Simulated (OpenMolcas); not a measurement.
# Excited-state calculation of C3H6S2 (part 2 of 3)

C3H6S2 (1,2-dithiolane), SMILES C1CSSC1; CASPT2/ANO-L-VDZP (OpenMolcas 26.06). A bond length was changed on purpose from its optimised value.

Geometry of the input (Å):
```
C  -0.5106  0.6223  0.2162
C  -0.1269  -0.5333  1.1509
S  1.2636  -1.4646  0.4165
S  0.3917  -1.3780  -1.4333
C  0.0123  0.3957  -1.2089
H  -0.0984  1.5591  0.5929
H  -1.4887  0.7032  0.2049
H  -0.9527  -1.2332  1.2742
H  0.2048  -0.1893  2.1272
H  -0.7175  0.6615  -1.9694
H  0.9358  0.9465  -1.3838
```

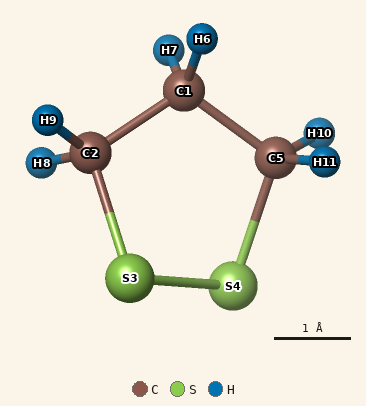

**Figure 1.** The input geometry (ball-and-stick view, seen at a tilt; atoms are numbered from 1 in the order of the input).

The program's output, continued:
```
          iter iter root      energy       change     param      element    value   shift minimum  type update hh:mm:ss
 Nr of preliminary CI iterations:   1
        1   1   12    1  -912.20410709    0.00E+00   1.09E-01*  17  98 1 -1.44E-02*  0.09   0.00    SX    NO    0:00:00
        2   1    8    1  -912.20830838   -4.20E-03*  2.22E-01*  24  62 1  4.87E-03*  0.08   0.00    SX    NO    0:00:00
        3   1   12    1  -912.21480277   -6.49E-03*  1.72E-01*  27  62 1 -4.84E-03*  0.06   0.00    SX    NO    0:00:00
        4   1   10    1  -912.21854763   -3.74E-03* -9.72E-02   18  29 1 -4.57E-03*  0.03   0.00    SX    NO    0:00:00
        5   1   10    1  -912.22036703   -1.82E-03* -1.99E-01*  27  62 1 -3.10E-03*  0.02   2.50    QN   YES    0:00:00
        6   1   11    1  -912.22337284   -3.01E-03* -1.45E-01*  15  30 1  2.47E-03*  0.00   1.60    QN   YES    0:00:00
        7   1   13    1  -912.22469297   -1.32E-03* -7.50E-02   18  29 1  5.75E-03*  0.00   1.40    QN   YES    0:00:00
        8   1   12    1  -912.22554017   -8.47E-04*  7.06E-02   18  29 1  6.18E-03*  0.00   2.29    QN   YES    0:00:00
        9   1   10    1  -912.22656912   -1.03E-03*  5.30E-02   18  29 1  4.43E-03*  0.00   1.76    QN   YES    0:00:00
       10   1   10    1  -912.22710942   -5.40E-04*  2.89E-02   18  29 1  1.56E-03*  0.00   1.57    QN   YES    0:00:00
       11   1    9    1  -912.22731531   -2.06E-04* -2.70E-02   26  49 1 -7.35E-04*  0.00   1.72    QN   YES    0:00:00
       12   1   10    1  -912.22743972   -1.24E-04* -4.39E-02   18  29 1 -1.13E-03*  0.00   2.29    QN   YES    0:00:00
       13   1   10    1  -912.22758069   -1.41E-04* -7.44E-02   18  29 1 -1.36E-03*  0.00   2.50    QN   YES    0:00:00
       14   1   10    1  -912.22776131   -1.81E-04* -7.70E-02   18  29 1 -1.40E-03*  0.00   1.60    QN   YES    0:00:00
       15   1   10    1  -912.22790507   -1.44E-04* -4.14E-02   18  29 1 -1.32E-03*  0.00   1.18    QN   YES    0:00:00
       16   1   10    1  -912.22807005   -1.65E-04*  7.83E-02   26  62 1 -1.23E-03*  0.00   2.43    QN   YES    0:00:00
       17   1   10    1  -912.22841814   -3.48E-04*  9.05E-02   29  46 1  7.22E-04*  0.00   1.97    QN   YES    0:00:00
       18   1   11    1  -912.22877533   -3.57E-04*  9.17E-02   18  29 1  1.60E-03*  0.00   1.82    QN   YES    0:00:00
       19   1   11    1  -912.22910001   -3.25E-04* -4.81E-02   18  29 1  2.42E-03*  0.00   1.43    QN   YES    0:00:00
       20   1   11    1  -912.22937700   -2.77E-04* -5.86E-02   18  29 1  2.43E-03*  0.00   1.49    QN   YES    0:00:00
       21   1   11    1  -912.22967886   -3.02E-04* -8.27E-02   18  29 1  1.31E-03*  0.00   1.34    QN   YES    0:00:00
       22   1   11    1  -912.23005852   -3.80E-04* -3.69E-02   28  53 1  1.42E-03*  0.00   1.02    QN   YES    0:00:00
       23   1   11    1  -912.23043132   -3.73E-04* -6.15E-02   18  29 1 -1.63E-03*  0.00   2.15    QN   YES    0:00:00
       24   1   12    1  -912.23092725   -4.96E-04*  6.52E-02   18  29 1 -1.86E-03*  0.00   1.52    QN   YES    0:00:00
       25   1   12    1  -912.23136548   -4.38E-04* -4.08E-02   26  29 1 -1.96E-03*  0.00   1.11    QN   YES    0:00:00
       26   1   11    1  -912.23165859   -2.93E-04*  3.83E-02   26  29 1 -1.97E-03*  0.00   1.38    QN   YES    0:00:00
       27   1   12    1  -912.23193683   -2.78E-04*  3.30E-02   28  72 1  1.12E-03*  0.00   0.99    QN   YES    0:00:00
       28   1   11    1  -912.23206933   -1.33E-04*  2.52E-02   18  29 1  7.54E-04*  0.00   1.06    QN   YES    0:00:00
       29   1   11    1  -912.23218947   -1.20E-04*  4.93E-02   18  30 1 -4.71E-04*  0.00   2.07    QN   YES    0:00:00
       30   1   11    1  -912.23235656   -1.67E-04*  5.48E-02   26  62 1  7.63E-04*  0.00   2.50    LS   YES    0:00:00
       31   1   12    1  -912.23243929   -8.27E-05* -4.53E-02   27  35 1  1.15E-03*  0.00   1.26    QN   YES    0:00:00
       32   1   12    1  -912.23259852   -1.59E-04*  1.67E-01*  28  72 1 -1.25E-03*  0.00   2.50    QN   YES    0:00:00
       33   1   12    1  -912.23291225   -3.14E-04* -2.68E-02   28  72 1 -2.67E-03*  0.00   0.79    QN   YES    0:00:00
       34   1   12    1  -912.23320173   -2.89E-04*  2.71E-02   18  29 1 -1.54E-03*  0.00   1.00    QN   YES    0:00:00
       35   1   12    1  -912.23342893   -2.27E-04* -7.82E-02   27  42 1  1.39E-03*  0.00   2.09    QN   YES    0:00:00
       36   1   12    1  -912.23377896   -3.50E-04*  6.01E-02   24  30 1  1.90E-03*  0.00   1.37    QN   YES    0:00:00
       37   1   12    1  -912.23438214   -6.03E-04* -4.62E-02   18  30 1  2.84E-03*  0.00   1.20    QN   YES    0:00:00
       38   1   12    1  -912.23496886   -5.87E-04* -7.83E-02   28  59 1  3.47E-03*  0.00   1.85    QN   YES    0:00:00
       39   1   12    1  -912.23593173   -9.63E-04* -3.71E-02   18  29 1  4.60E-03*  0.00   1.03    QN   YES    0:00:00
       40   1   12    1  -912.23658157   -6.50E-04* -4.17E-02   18  29 1  2.73E-03*  0.00   1.35    QN   YES    0:00:00
       41   1   12    1  -912.23694640   -3.65E-04*  4.01E-02   28  53 1 -1.60E-03*  0.00   1.00    QN   YES    0:00:00
       42   1   11    1  -912.23712385   -1.77E-04*  1.51E-02   28  56 1  1.14E-03*  0.00   1.04    QN   YES    0:00:00
       43   1   11    1  -912.23722651   -1.03E-04* -9.52E-03   28  56 1  6.64E-04*  0.00   1.25    QN   YES    0:00:00
       44   1   11    1  -912.23726991   -4.34E-05* -6.88E-03   30  64 1 -5.14E-04*  0.00   1.39    QN   YES    0:00:00
       45   1   11    1  -912.23729083   -2.09E-05* -7.12E-03   30  64 1 -4.02E-04*  0.00   1.51    QN   YES    0:00:00
       46   1   11    1  -912.23730330   -1.25E-05* -3.64E-03   28  46 1 -3.30E-04*  0.00   1.52    QN   YES    0:00:00
       47   1   11    1  -912.23731188   -8.58E-06*  3.02E-03   28  51 1 -3.18E-04*  0.00   1.63    QN   YES    0:00:00
       48   1   10    1  -912.23731856   -6.68E-06* -2.70E-03   28  53 1 -2.13E-04*  0.00   1.56    QN   YES    0:00:00
       49   1    9    1  -912.23732211   -3.55E-06* -2.01E-03   27  66 1 -1.09E-04*  0.00   1.42    QN   YES    0:00:00
       50   1    9    1  -912.23732321   -1.10E-06*  8.42E-04   28  46 1  5.22E-05   0.00   1.33    QN   YES    0:00:00
       51   1    8    1  -912.23732346   -2.43E-07* -3.40E-04   28  46 1  3.02E-05   0.00   1.29    QN   YES    0:00:00
       52   1    7    1  -912.23732351   -5.04E-08*  1.67E-04   27  72 1  1.51E-05   0.00   1.35    QN   YES    0:00:00
       53   1    7    1  -912.23732352   -1.60E-08* -1.40E-04   26  29 1 -8.95E-06   0.00   1.39    QN   YES    0:00:00
       54   1    6    1  -912.23732353   -8.15E-09  -1.60E-04   28  46 1 -6.58E-06   0.00   1.63    QN   YES    0:00:00
      Convergence after 54 iterations
       55   1    6    1  -912.23732354   -5.10E-09  -1.60E-04   27  42 1 -6.06E-06   0.00   1.63    QN   YES    0:00:00

      ************************************************************************************************************************
                                                      Wave function printout:
                       occupation of active orbitals, and spin coupling of open shells (u,d: Spin up or down)
      ************************************************************************************************************************

      Note: transformation to natural orbitals
      has been made, which may change the order of the CSFs.

      printout of CI-coefficients larger than  0.05 for root  1
      energy=    -912.237324
      conf/sym  1111     Coeff  Weight
             1  2200  -0.98775 0.97565
             8  2002   0.06678 0.00446
            10  udud   0.09592 0.00920
            12  0220   0.07241 0.00524

      Natural orbitals and occupation numbers for root  1
      sym 1:   1.973423   1.977554   0.024045   0.024978

      ************************************************************************************************************************
      *                                                    Final results                                                     *
      ************************************************************************************************************************

++    Final optimization conditions:
      ------------------------------

      Average CI energy                            -912.23732354
      RASSCF energy for state  1                   -912.23732354
      Super-CI energy                                -0.00000000
      RASSCF energy change                           -0.00000001
      Max change in MO coefficients               2.841E-04
      Max non-diagonal density matrix element    -1.603E-04
      Maximum BLB matrix element                 -6.060E-06
      (orbital pair  27,  42 in symmetry   1)
      Norm of electronic gradient            2.549E-05
--

      Final state energy(ies):
      ------------------------

::    RASSCF root number  1 Total energy:   -912.23732354
      Von Neumann Entropy (Root   1) =  0.19079

      Mulliken population analysis for root number:  1
      -----------------------------------------------

++    Molecular charges:
      ------------------

      Mulliken charges per centre
      ---------------------------

                C1      C2      S3      S4      C5      H6      H7      H8      H9      H10     H11
      Total    5.9300  6.0318 16.0816 16.0913  6.0290  1.0084  0.9456  0.9730  0.9689  0.9772  0.9633

      N-E      0.0700 -0.0318 -0.0816 -0.0913 -0.0290 -0.0084  0.0544  0.0270  0.0311  0.0228  0.0367

      Total electronic charge=   56.000000

      Total            charge=   -0.000000
--

      Expectation values of various properties for root number:  1
      -----------------------------------------------------------

++    Molecular properties:
      ---------------------

      Charge (e):
                      =   -0.0000
      Dipole Moment (debye):
      Origin of the operator (angstrom)=    0.4084   -0.7793   -0.2808
                   X= -1.5890E+00               Y=  2.4011E+00               Z=  8.3323E-01           Total=  2.9974E+00
      Quadrupole Moment (debye*angstrom):
      Origin of the operator (angstrom)=    0.4084   -0.7793   -0.2808
                  XX= -4.6843E+01              XY= -1.0413E+00              XZ= -1.5625E-01              YY= -4.5863E+01
                  YZ= -5.3736E-01              ZZ= -4.4269E+01
      In traceless form (debye*angstrom)
                  XX= -1.7774E+00              XY= -1.5620E+00              XZ= -2.3437E-01              YY= -3.0672E-01
                  YZ= -8.0604E-01              ZZ=  2.0842E+00
--

      LoProp population analysis for root number:  1
      -----------------------------------------------

++    LoProp analysis:
      ----------------

++    Static properties:
      ------------------

      LoProp Charges per center

                   C1       C2       S3       S4       C5       H6       H7       H8       H9       H10
      Nuclear      6.0000   6.0000  16.0000  16.0000   6.0000   1.0000   1.0000   1.0000   1.0000   1.0000
      Electronic  -6.2161  -6.2620 -15.9932 -16.0034  -6.2616  -0.8855  -0.8697  -0.8839  -0.8730  -0.8716

      Total       -0.2161  -0.2620   0.0068  -0.0034  -0.2616   0.1145   0.1303   0.1161   0.1270   0.1284

                   H11
      Nuclear      1.0000
      Electronic  -0.8802

      Total        0.1198
--

      Natural Bond Order analysis for root number:  1

++    Natural Bond Order analysis
      ---------------------------
      Based on LoProp computed density
      -------------------------------------------------------------------------------------
      Atom A       Atom B       Bond Order
      -------------------------------------------------------------------------------------
      NBO located      0.997 non-bonded electrons on atom C1
      NBO located      0.998 non-bonded electrons on atom C2
      NBO located      0.997 non-bonded electrons on atom S3
      NBO located      1.000 non-bonded electrons on atom S3
      NBO located      0.999 non-bonded electrons on atom S3
      NBO located      1.000 non-bonded electrons on atom S3
      NBO located      1.000 non-bonded electrons on atom S3
      NBO located      0.997 non-bonded electrons on atom S4
      NBO located      1.000 non-bonded electrons on atom S4
      NBO located      1.000 non-bonded electrons on atom S4
      NBO located      1.000 non-bonded electrons on atom S4
      NBO located      1.000 non-bonded electrons on atom S4
      NBO located      0.998 non-bonded electrons on atom C5
      The remaining   18.534 electrons are to be considered as diffuse
--

--

      Average orbitals are written to the RASORB file
      Natural orbitals for root   1 are written to the RASORB.1 file
      Spin density orbitals for root   1 are written to the SPDORB.1 file

--- Stop Module: rasscf /rc=_RC_ALL_IS_WELL_ ---
--- Module rasscf spent 20 seconds ---

--- Start Module: caspt2 ---

                                              &CASPT2

                       available to each process: 1.9 GB of memory, 1 thread

 ###############################################################################
 ###    WARNING: User changed nr of frozen orbitals.                         ###
 ###############################################################################

++    Wave function specifications:
      -----------------------------

      Number of closed shell electrons          32
      Number of electrons in active shells       4
      Max number of holes in RAS1 space          0
      Max number of electrons in RAS3 space      0
      Number of inactive orbitals               16
      Number of active orbitals                  4
      Number of secondary orbitals              78
      Spin quantum number                      0.0
      State symmetry                             1
      Number of CSFs                            20
      Number of CASSCF root(s) available         1
      CASPT2 state passed to geometry opt.       1
      A file JOBMIX will be created
      This is a CASSCF or RASSCF reference function
--

++    Orbital specifications:
      -----------------------

      Symmetry species                           1
                                                 a
      Frozen orbitals                           10
      Inactive orbitals                         16
      Active orbitals                            4
      Secondary orbitals                        78
      Deleted orbitals                           0
      Number of basis functions                108
--

++    CASPT2 specifications:
      ----------------------

      Type of calculation                        SS-CASPT2
      Fock operator                              state-specific
      IPEA shift                                 0.25
      Real shift                                 0.00
      Imaginary shift                            0.20
      The input orbitals will be transformed to quasi-canonical
--

--------------------------------------------------------------------------------
 Estimated memory requirements:
  POLY3 :                   250840
  RHS:                     1126448
  SIGMA :                  1088032
  PRPCTL:                        0
 Available workspace:    232480708

++ CASPT2 computation for group   1

********************************************************************************
 Multi-State initialization phase begins for group   1
--------------------------------------------------------------------------------
********************************************************************************
 Compute H0 matrices for state    1
--------------------------------------------------------------------------------
--------------------------------------------------------------------------------
 H0 matrices have been computed.

********************************************************************************
  CASPT2 EQUATION SOLUTION
--------------------------------------------------------------------------------

  Total nr of CASPT2 parameters:
   Before reduction:     1345484
   After  reduction:     1340100

 Variance of |WF0>:       1.8960822668

 The contributions to the second order correlation energy in atomic units.
-----------------------------------------------------------------------------------------------------------------------------
  IT.      VJTU        VJTI        ATVX        AIVX        VJAI        BVAT        BJAT        BJAI        TOTAL       RNORM
```
